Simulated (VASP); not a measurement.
Band structure of Bi2Te2Se (space group R-3m). Method: LDA (Ceperley-Alder, Perdew-Zunger), VASP's LDA PAW potentials (set 64) (plane waves; VASP 6.6.1).

Unless said otherwise, spin-orbit coupling is left out, though it shifts the bands of the heavy elements here.

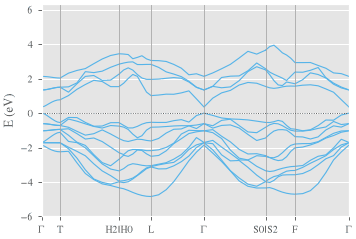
Fig. 1. Bands along high-symmetry lines, zero at the valence-band maximum or, without a gap, the Fermi level

### Question
Read the plot: is there a gap, and where are the band edges?

### Answer
The gap is direct, 0.35 eV, from the valence maximum at Γ to the conduction minimum at Γ.

The structure comes from a computed database's Bi2Te2Se entry; how it stands against other phases isn't given here. The cell was not relaxed at this level. The k-mesh is coarse (spacing up to 0.42 per Å, 2π included), so the numbers may not be converged in it.
